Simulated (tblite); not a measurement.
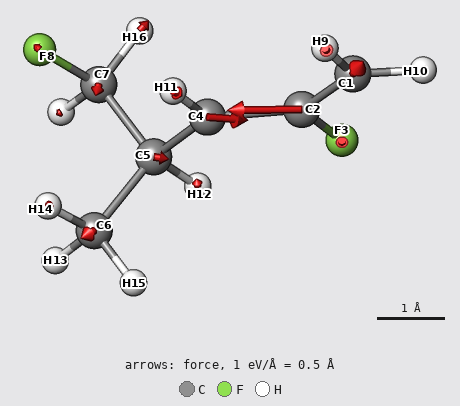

Starting geometry of C6H9F2 (multiplicity 2) with the computed forces as red arrows. A ball-and-stick model, seen at a tilt.

Theory: GFN2-xTB geometry optimisation, gas phase in tblite. 

What follows when this structure is relaxed?

Answer. It isn't relaxed: the largest force vector, on a C atom, is 2.34 eV/Å. The final displacements follow the starting forces only in part (cosine between the two patterns 0.45). Over 35 geometry steps the energy falls by 0.100 eV. The largest move after the best rigid fit is that of an H atom, 0.065 Å. By element the largest moves are H 0.065 Å, C 0.045 Å, F 0.033 Å. Among the contacts that change: C–C 1.431 → 1.380 Å, C–F 1.342 → 1.362 Å, C–C 1.347 → 1.367 Å, C–H 1.081 → 1.095 Å. Bond angles that change, for instance: C–C–C 123.8° → 127.0°, C–C–C 121.5° → 124.5°, C–C–H 107.4° → 109.8°. Cost: 0.31 s on 1 thread of Arm Neoverse N1, on a shared host.
